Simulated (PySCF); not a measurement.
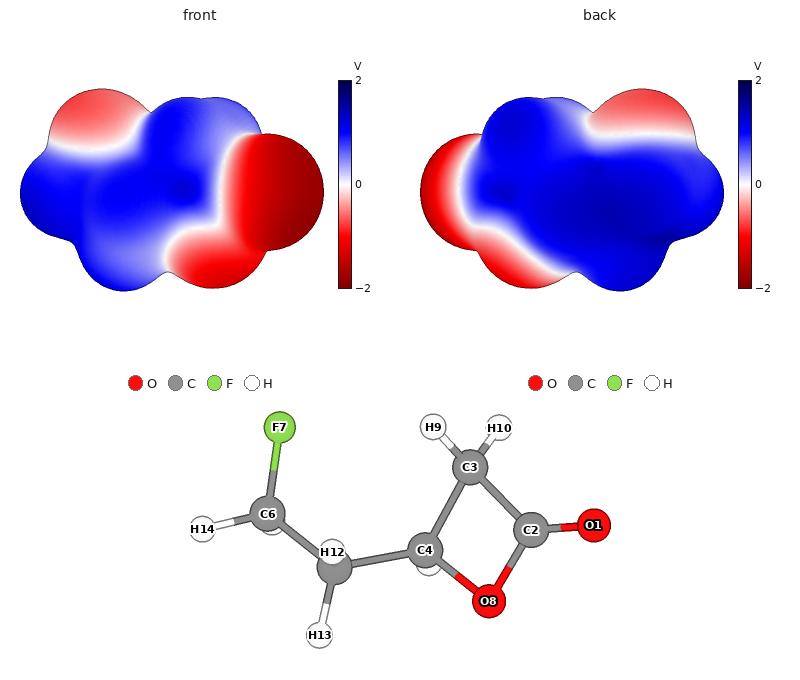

C5H7FO2 (SMILES O=C1C[C@H](CCF)O1). The molecular electrostatic potential painted on the density surface at 0.002 e/bohr³, seen from the front and from behind; the colour scale runs from red (negative) to blue (positive). The bare structure is drawn below in the same view.

Geometry: GFN2-xTB.

Theory: PBE0/pcSseg-1, SCF density, gas phase, non-relativistic in PySCF 2.14.0.

| atom | x (Å) | y (Å) | z (Å) |
| --- | --- | --- | --- |
| O | 3.4471 | 0.0851 | 0.5527 |
| C | 2.3089 | 0.0153 | 0.2255 |
| C | 1.1342 | 0.9650 | 0.1089 |
| C | 0.3957 | -0.2956 | -0.3685 |
| C | -0.7311 | -0.8185 | 0.5107 |
| C | -2.0074 | -0.0075 | 0.3362 |
| F | -1.8244 | 1.2790 | 0.7817 |
| O | 1.6082 | -1.0665 | -0.2088 |
| H | 0.7871 | 1.3872 | 1.0479 |
| H | 1.2580 | 1.7588 | -0.6221 |
| H | 0.0971 | -0.2864 | -1.4211 |
| H | -0.4179 | -0.7856 | 1.5563 |
| H | -0.9338 | -1.8571 | 0.2456 |
| H | -2.8253 | -0.4295 | 0.9278 |
| H | -2.3008 | 0.0642 | -0.7163 |

**Which sites attract a positive test charge, and which a negative one?**

A positive charge is drawn to the negative regions and a negative charge to the positive ones. The most negative region (about −1.8 V) lies over O1, the most positive (about +1.5 V) over C6. O1 is the likeliest acceptor of a hydrogen bond.
